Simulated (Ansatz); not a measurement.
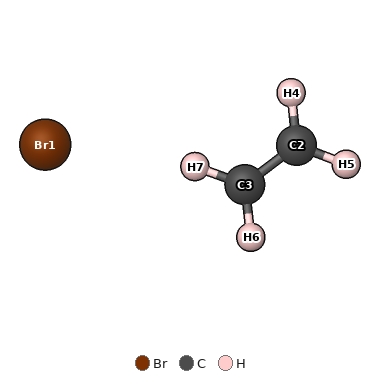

The system is the pair Br···C₂H₄, charge −1; the picture shows the reference structure. The turn is about an axis along (−0.19, −0.98, 0.09) in the frame of the relaxed pair, normal to the line between the partners. The first coordinate is: distance H7···Br1; the second: turn of Br1 about H7. The scan uses a 13 × 13 grid. At 10 points there is no value (left out of the scan, as a rule where atoms come close). Points are written as (first, second). All energies are given in kcal/mol relative to the lowest grid point. Method: RHF/def2-TZVPD (Ansatz 0.2.0).

Its coordinates:

```xyz
7

Br    0.0974   -0.3593   -3.9177
C     0.4106    0.0226    1.1536
C    -0.4380    0.0960    0.1499
H     1.4525   -0.1891    0.9904
H     0.1003    0.1702    2.1742
H    -1.4791    0.3085    0.3245
H    -0.1439   -0.0490   -0.8749
```

Range: distance H7···Br1 from 2.577 to 3.977 Å; turn of Br1 about H7 from −120 to 120°.

Question: What will the energy surface look like?

Answer: The lowest grid point is at (3.108 Å, 0°). The energy also falls towards the edge at (3.977 Å, −80°) (0.42 kcal/mol above the lowest) and (3.977 Å, 80°) (0.5 kcal/mol above the lowest), where a further well may lie outside the range. The highest grid point, (2.691 Å, −120°), lies 286 kcal/mol above the lowest.

| turn of Br1 about H7 ↓, distance H7···Br1 → | 2.577 | 2.620 | 2.691 | 2.778 | 2.878 | 2.988 | 3.108 | 3.235 | 3.371 | 3.513 | 3.662 | 3.817 | 3.977 |
| --- | --- | --- | --- | --- | --- | --- | --- | --- | --- | --- | --- | --- | --- |
| 120 | – | – | – | – | – | – | – | – | 223 | 153 | 102 | 67 | 43 |
| 100 | 106 | 99 | 88 | 76 | 63 | 51 | 39 | 30 | 21 | 15 | 10 | 6 | 4 |
| 80 | 15 | 14 | 12 | 9 | 7 | 5 | 4 | 3 | 2 | 1 | 1 | 1 | 1 |
| 60 | 4 | 4 | 3 | 2 | 2 | 1 | 1 | 1 | 1 | 1 | 1 | 1 | 1 |
| 40 | 2 | 2 | 1 | 1 | 1 | 0 | 0 | 0 | 0 | 1 | 1 | 1 | 1 |
| 20 | 1 | 1 | 1 | 0 | 0 | 0 | 0 | 0 | 0 | 0 | 1 | 1 | 1 |
| 0 | 1 | 1 | 1 | 0 | 0 | 0 | 0 | 0 | 0 | 0 | 0 | 1 | 1 |
| −20 | 2 | 2 | 1 | 1 | 0 | 0 | 0 | 0 | 0 | 0 | 0 | 1 | 1 |
| −40 | 3 | 3 | 2 | 2 | 1 | 1 | 0 | 0 | 0 | 0 | 1 | 1 | 1 |
| −60 | 7 | 7 | 5 | 4 | 3 | 2 | 1 | 1 | 1 | 0 | 0 | 1 | 1 |
| −80 | 22 | 20 | 16 | 13 | 9 | 7 | 5 | 3 | 2 | 1 | 1 | 0 | 0 |
| −100 | 88 | 79 | 67 | 53 | 41 | 30 | 22 | 15 | 10 | 6 | 3 | 2 | 1 |
| −120 | – | – | 286 | 223 | 167 | 122 | 86 | 59 | 39 | 25 | 16 | 9 | 5 |

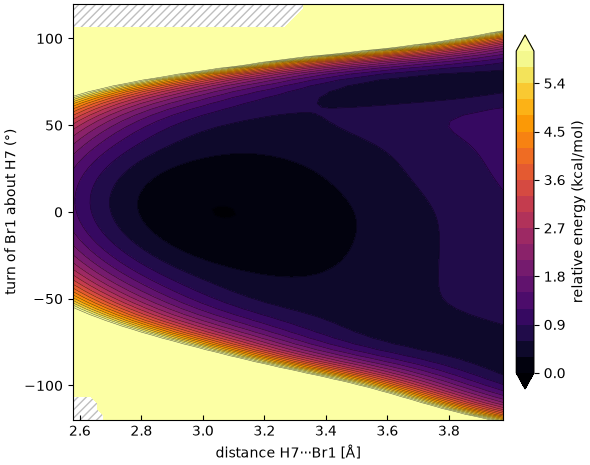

Drawn: filled contours, one colour for all values above the top of the scale, hatched blanks where no value was computed. Between grid points the surface is interpolated.

Time for the 159 points that were run: 10 min on 1 thread of Arm Neoverse V2, on a shared host.
